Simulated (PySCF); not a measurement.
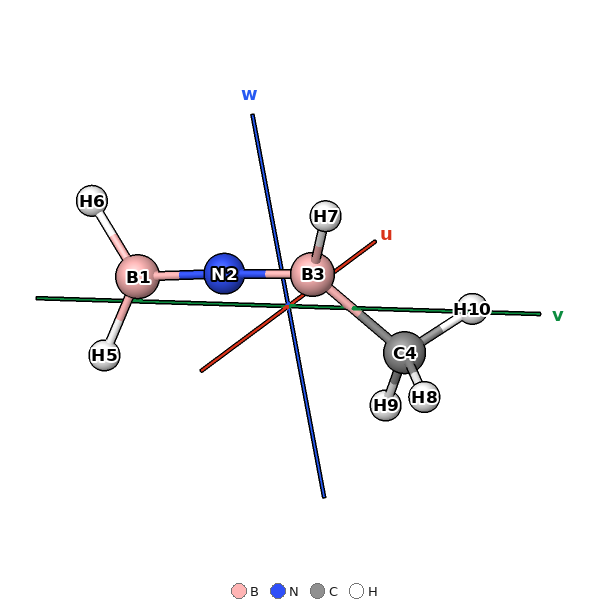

The lines u, v and w are the principal axes of the g tensor. Charge 0, doublet. Computed geometry: GFN2-xTB optimisation. No frequency run is at hand to confirm it as a minimum. Method: UKS B3LYP, pcH-1 on B C H N, non-relativistic, mean-field spin-orbit, GIAO (PySCF 2.14.0).

Question: Along which axis does g lie farthest from the free-electron value?

Answer: Along u: the shift is 1712 ppm.

Give the principal values and shifts.

```
axis        g  shift (ppm)
   u  2.00403         1712
   v  2.00275          431
   w  2.00222          −97
```

The geometry is semi-empirical. Around B such bond lengths and angles can be off by a tenth of an ångström or more and by several degrees, and values that hang on the shape move with them.
